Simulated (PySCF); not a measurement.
Consider C$_{2}$H$_{5}$B$_{2}$BrSi (SMILES C#CB[SiH2]BBr).

Input file:

```
{"job": {"kind": "uv", "xc": "CAM-B3LYP", "basis": "def2-SVPD", "nstates": 8, "ntriplets": 3}, "charge": 0, "multiplicity": 1}
C      1.460885    -2.050350     1.025481
C      1.432145    -0.966170     0.490853
B      1.298560     0.368125    -0.157982
Si    -0.392804     0.764293    -1.093459
B     -1.757080     0.865394     0.326559
Br    -2.486750    -0.706279     1.026986
H      1.498571    -2.989829     1.497148
H      2.150313     1.161634    -0.020595
H     -0.359232     1.992180    -1.912491
H     -0.744454    -0.295092    -2.064634
H     -2.094730     1.858766     0.856170
```

Command:

```sh
OMP_NUM_THREADS=1 python probes_run.py task.json out
```

Geometry: GFN2-xTB.

All numbers below come from CAM-B3LYP/def2-SVPD, SCF density, gas phase (PySCF).

**Predict the electron density and electron localisation function between the atoms.**

C–C (1.21 Å): the density is about 2.7 e/Å³ at the midpoint; the ELF peaks at about 0.85 between the atoms (a multiple bond).
C–B (1.49 Å): ρ at the midpoint is about 1.6 e/Å³; the ELF peaks at about 0.95 between the atoms (localised, covalent bonding).
Si–B (1.97 Å): the density is about 0.83 e/Å³ at the midpoint; the ELF peaks at about 1 between the atoms, as expected for a covalent bond.
C–H (1.05 Å): ρ is about 2.1 e/Å³ halfway; the ELF climbs to about 1 towards the hydrogen, as it does in any bond to H: an ordinary covalent bond to hydrogen.

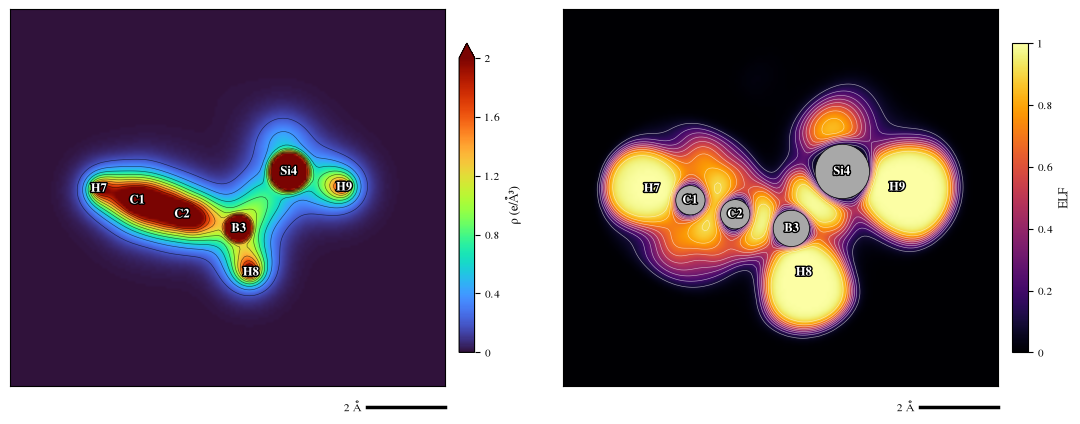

Computed electron density and electron localisation function on the plane of atoms C2, B3 and H8, in this order. Grey discs cover the atomic cores in the ELF map. 
